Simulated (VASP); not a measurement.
Shape and ions are relaxed at each volume.

Energy against volume of Be (hcp). The numbers are results of vdW-DF-cx, VASP's PBE PAW potentials (set 64) (plane waves; VASP 6.6.1), not measurements.

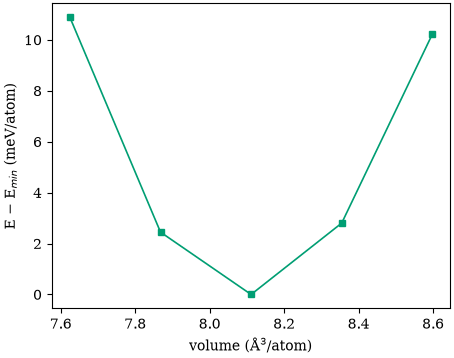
*Energy against volume*

Task: Estimate the equilibrium volume and the bulk modulus.

Result: The minimum lies near 8.1 Å³/atom, and the curvature gives B0 of about 120 GPa.

The compound is Be in the hcp structure. It was relaxed first.
